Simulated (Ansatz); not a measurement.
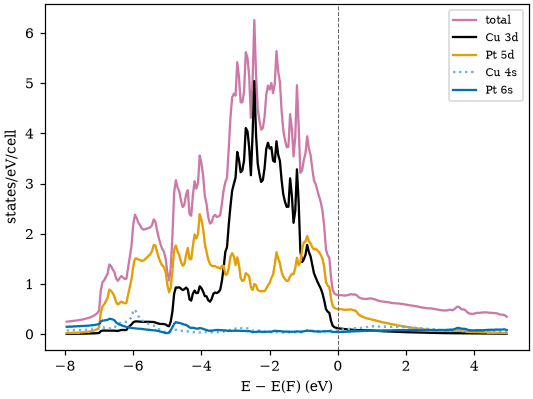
Fig. 1. Total and projected density of states of CuPt in space group R-3m (No. 166; Cu on 3a, Pt on 3b), PBEsol (plane waves, PAW; program Ansatz)

**Question.** Which orbitals carry the states next to the Fermi level?

**Answer.** Within 0.5 eV of the Fermi level: Pt 5d 62 %, Cu 3d 23 %, Cu 4s 7 %. Projections are on Löwdin-orthogonalised atomic valence shells; empty p or d shells of many metals are not among them.

**Question.** Where is the tallest occupied peak in this window, and what makes it?

**Answer.** Near -2.4 eV, about 6.3 states/eV per cell; the largest projected share is Cu 3d.

The workflow started from a Materials Project entry (that database holds measured and hypothetical structures alike); the Crystallography Open Database copy checked does not list it. With Cu and Pt taken as one species the cell has the higher symmetry Fm-3m, so it may be an ordered model of a mixed-site phase. Its standing as an ambient phase is unchecked. The cell was relaxed with PBEsol under the symmetry of its start; of distortions, only those at the zone centre were tested. No spin polarisation was allowed. Scalar-relativistic: spin–orbit coupling is off unless named, which matters more the heavier the elements.

Potentials: the later of the program's two PAW sets.
